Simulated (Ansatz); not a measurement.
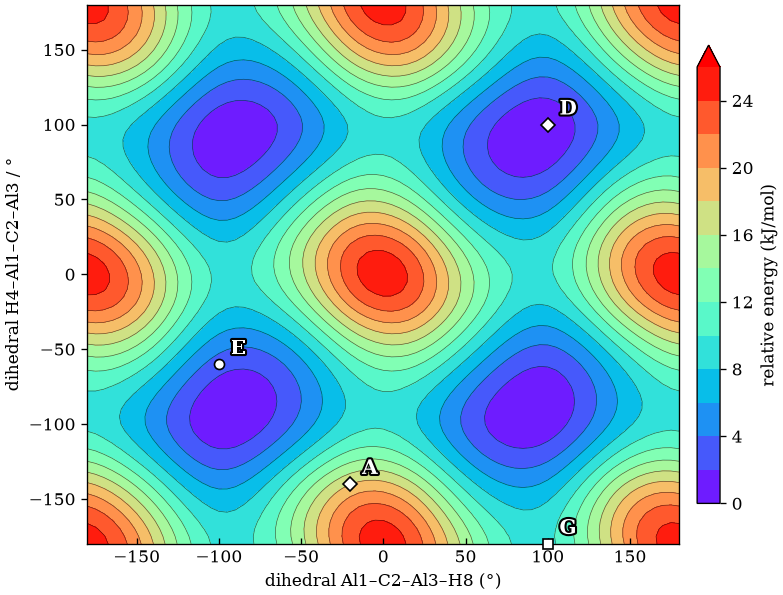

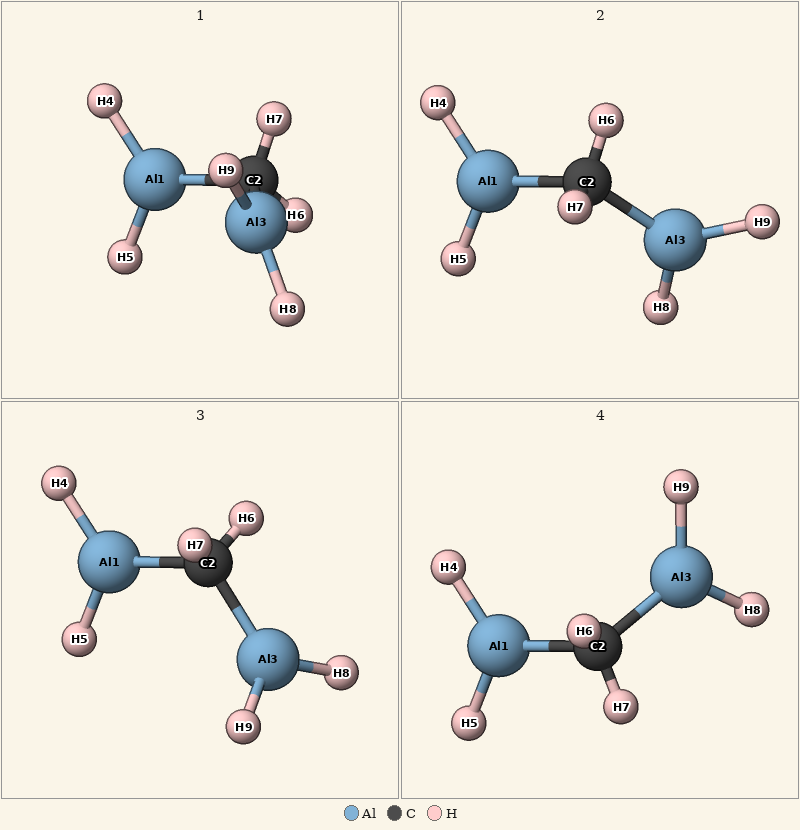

CH6Al2, SMILES [AlH2][CH2][AlH2]. First axis: dihedral Al1–C2–Al3–H8. Second axis: dihedral H4–Al1–C2–Al3. Nothing is relaxed (all other coordinates rigid). The scan uses a 9 × 9 grid; 53 points were computed and 28 follow by symmetry. Points are written as (first, second). All energies are given in kJ/mol relative to the relaxed molecule at the same level. Theory: RKS r2SCAN0-D4/def2-TZVP (Ansatz).

Drawn: filled contours, one colour for all values above the top of the scale, lettered points. Between grid points the surface is interpolated. The numbered pictures are the structures at these points, in random order.

Which structure belongs to which point?

A is structure 2: (−20°, −140°), 18.0 kJ/mol; D is structure 1: (100°, 100°), 0.5 kJ/mol; E is structure 4: (−100°, −60°), 3.0 kJ/mol; G is structure 3: (100°, −180°), 9.5 kJ/mol.
